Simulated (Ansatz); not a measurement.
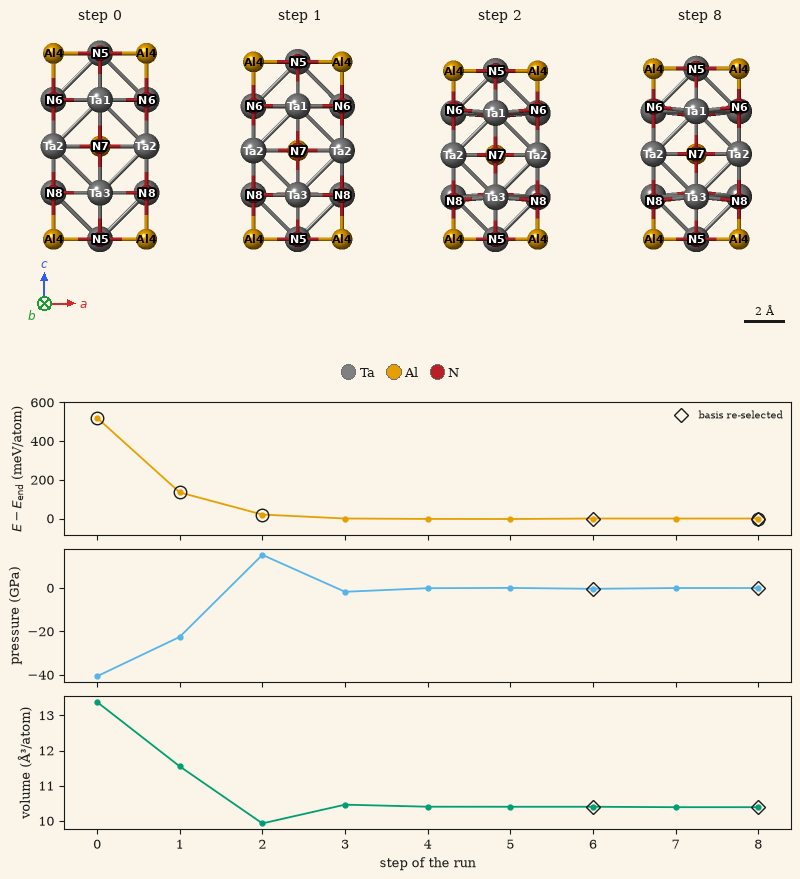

Frames of a relaxation of crystalline Ta3AlN4 (a generated structure, set up in I4/mmm) (coarse preliminary run), marked on the history of the run. A ball-and-stick model of the conventional cell (2 times the calculation's cell), seen along the b axis. Lengths and directions refer to the drawn axes.

Method: DFT PBE, scalar-relativistic, plane waves, PAW in Ansatz.

Input file:
```yaml
crystal:
  lattice:
    - [-2.37397613, 2.37397613, 4.74795226]
    - [2.37397613, -2.37397613, 4.74795226]
    - [2.37397613, 2.37397613, -4.74795226]
  atoms:
    - { symbol: Ta, position: [0.75, 0.25, 0.5] }
    - { symbol: Ta, position: [0.5, 0.5, 0.0] }
    - { symbol: Ta, position: [0.25, 0.75, 0.5] }
    - { symbol: Al, position: [0.0, 0.0, 0.0] }
    - { symbol: "N", position: [0.0, 0.5, 0.5] }
    - { symbol: "N", position: [0.75, 0.75, 0.0] }
    - { symbol: "N", position: [0.5, 0.0, 0.5] }
    - { symbol: "N", position: [0.25, 0.25, 0.0] }
basis:
  ecutwfc: 420
kpoints:
  mp_grid: { grid: [6, 6, 6] }
hamiltonian:
  xc: pbe
scf:
  occupations: { method: gaussian, width: 0.1 }
  lower_state_search: "off"
output:
  forces: true
  stress: true
  eigenvalues: true
relax:
  adjacent_minimum: "off"
  f_tol: 0.04
  max_steps: 70
  cell: { stress_tol: 0.4 }
```

Run as
```bash
ansatz run input.yaml --threads 1 --pin off --max-ram 2560MiB --backend cpu --events-out ev --progress --plain --runs-dir out
```

What happens along the run?

Answer. Over 6 accepted moves (8 points after the start) the energy falls by 521 meV per atom. The largest force component goes from 0.55 to 0.0022 eV/Å. The pressure goes from −40.62 to −0.02 GPa. The SCF was repeated twice at an unchanged geometry on a basis and grid sized afresh for the cell, which shifted the energy by 2.5 meV per atom at most. The largest moves relative to the cell, 0.23 Å, are those of N6 and N8. N6 goes along +c. Al and Ta stay in place. The drawn cell changes as follows: a = b 4.748 → 4.369 Å (−8.0 %), c 9.496 → 8.711 Å (−8.3 %); the volume changes by −22.3 %. Some distances before and after: Al4–N6 2.374 → 1.949 Å, Ta1–Ta2 3.357 → 3.084 Å, Ta1–Ta3 3.357 → 3.089 Å, Ta1–N5 2.374 → 2.178 Å. Bond angles that change, for instance: Ta1–N8–Ta1 180.0° → 168.0°, Ta1–N8–Ta2 90.0° → 84.0°, Ta1–N8–Al4 90.0° → 96.0°. The space group stays I4/mmm (No. 139). From step 0 to 1: N atoms move most (0.02 Å), volume −13.7 %, energy −386 meV per atom. From step 1 to 2: N atoms move most (0.15 Å), volume −14.0 %, energy −115 meV per atom. From step 2 to 8: N atoms move most (0.05 Å), volume +4.6 %, energy −20.5 meV per atom.
